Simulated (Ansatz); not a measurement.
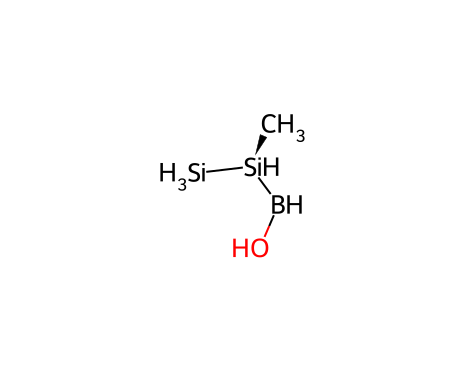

Give its SMILES.

Answer. C[Si@H]([SiH3])BO

What is the molecular formula?

Answer. CH9BOSi2.

An optimisation with PBE0-D4/def2-TZVP gave a structure of which point group?

Answer. C1.

More results for the same structure follow; atom numbers are the same in all pictures, views and colours differ. Computed geometry: PBE0-D4/def2-TZVP optimisation.

**Geometry**

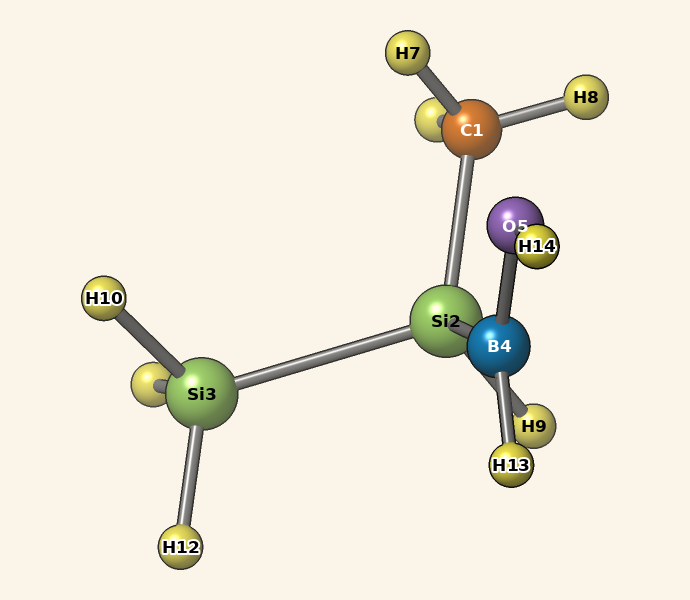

Si2 lies behind B4. The molecule seen a little off the B4–Si2 bond, B4 in front. Depth is shown by fading: the farther an atom, the more it takes the colour of the background.

What is the torsion angle O5–B4–Si2–Si3? The sign is positive where the front bond must turn clockwise to cover the back bond.

Answer. −108°, anticlinal.

**Charges**

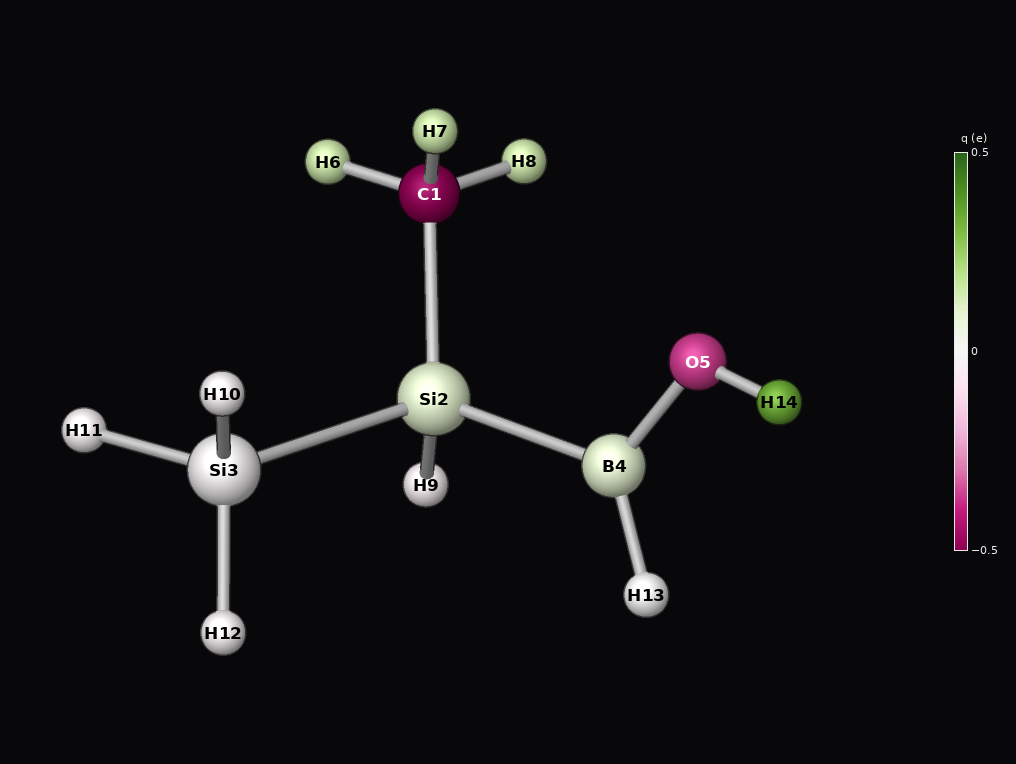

Atoms are coloured by their Mulliken charges. Level of theory: RKS PBE0-D4/def2-TZVP (Ansatz 0.2.0).

Give the Mulliken charges atom by atom.

```tsv
atom	value (e)
C1	−0.49
Si2	0.09
Si3	−0.01
B4	0.09
O5	−0.36
H6	0.14
H7	0.15
H8	0.14
H9	−0.02
H10	−0.02
H11	−0.02
H12	−0.02
H13	−0.01
H14	0.33
```

**Vibrations**

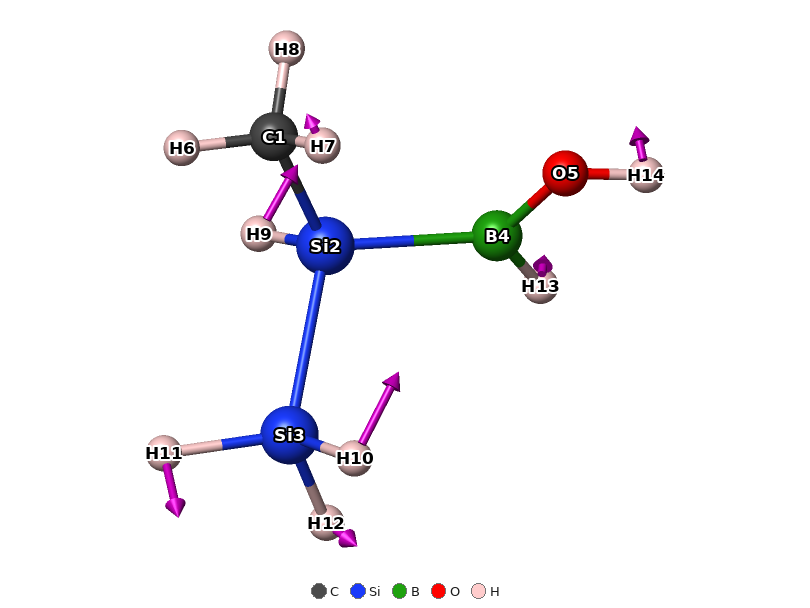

The arrows show one normal mode. Harmonic vibrations computed with RKS PBE0-D4/def2-TZVP (Ansatz 0.2.0) at a stationary point of the same level.

What kind of motion is it?

Answer. Mostly H–Si–Si bending.

At what wavenumber does it lie?

Answer. 446 cm⁻¹; it is mode 9 of 36 counted from the lowest.

**Dipole moment**

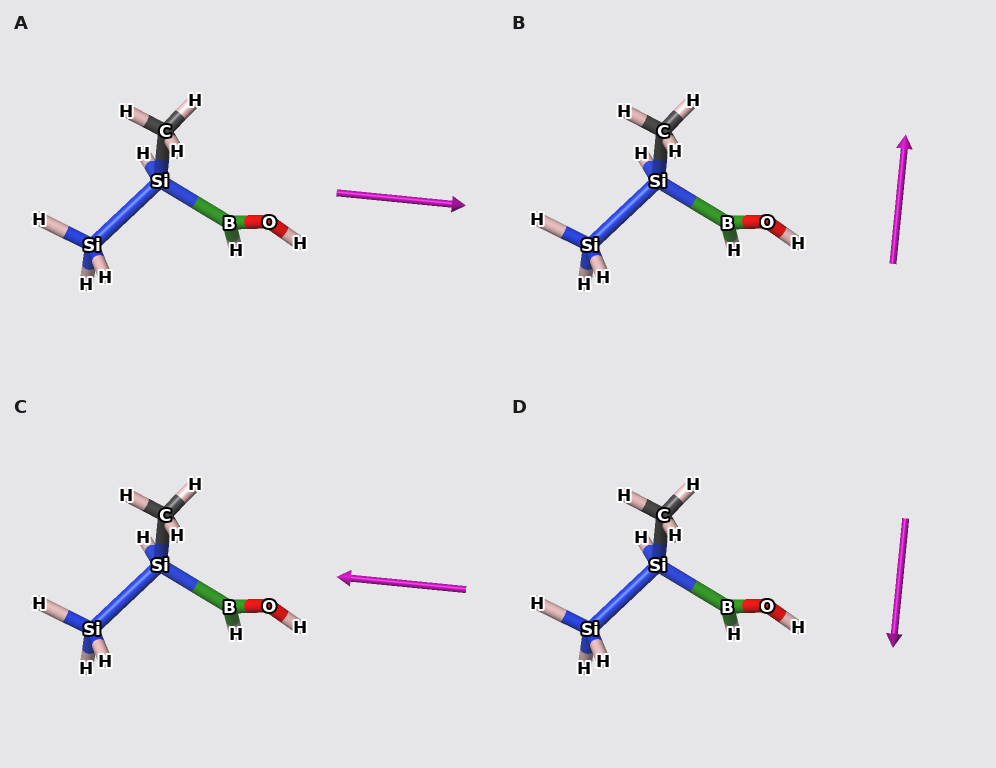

The same molecule four times, each with an arrow. Level of theory: RKS B3LYP-D4/def2-TZVPP (Ansatz 0.2.0).

Which arrow points along the dipole moment, from the negative to the positive end?

Answer. A. The dipole moment is 1.94 D.

**Electronic properties**

Level of theory: RKS B97M-V/def2-TZVPP (Ansatz 0.2.0).

Estimate the HOMO–LUMO gap.

Answer. 4.66 eV.

What is the HOMO energy (Kohn–Sham orbital)?

Answer. −6.57 eV.

Mulliken values depend strongly on the basis set and can even reverse the polarity of a bond.
